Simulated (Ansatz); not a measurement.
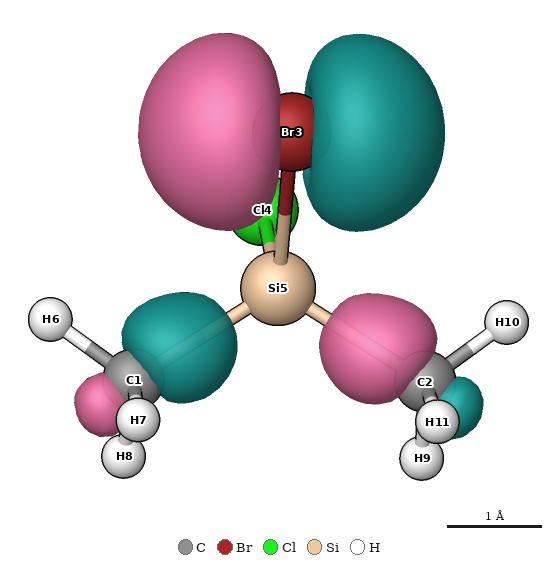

*C2H6BrClSi (SMILES C[Si](C)(Cl)Br). The HOMO at ±0.15 Å⁻³ᐟ² (teal and pink are the two phases), seen across its widest extent.*

Geometry: B3LYP-D3(BJ)/def2-SVP.

Method: isolated molecule in a Gaussian basis; Kohn-Sham density functional theory, functional PBE0 in Ansatz 0.2.0.

```yaml
atoms:
  - { symbol: C, position_ang: [-0.8130, 1.7047, -2.1391] }
  - { symbol: C, position_ang: [0.1123, 0.7160, 0.6850] }
  - { symbol: Br, position_ang: [2.4492, 1.1345, -1.6708] }
  - { symbol: Cl, position_ang: [-0.0075, -1.3765, -1.7450] }
  - { symbol: Si, position_ang: [0.3259, 0.5964, -1.1636] }
  - { symbol: H, position_ang: [-0.6403, 1.5826, -3.2187] }
  - { symbol: H, position_ang: [-0.6364, 2.7591, -1.8737] }
  - { symbol: H, position_ang: [-1.8637, 1.4542, -1.9212] }
  - { symbol: H, position_ang: [-0.9183, 0.4449, 0.9655] }
  - { symbol: H, position_ang: [0.8061, 0.0346, 1.1994] }
  - { symbol: H, position_ang: [0.3147, 1.7439, 1.0253] }
```

Question: Describe this orbital and give its energy.

Answer: It lies mainly on Br3 (about 70 %), Si5 (about 10 %), C2 (about 5 %) and C1 (about 5 %); largely a lone pair of Br3. Its energy is −8.36 eV.
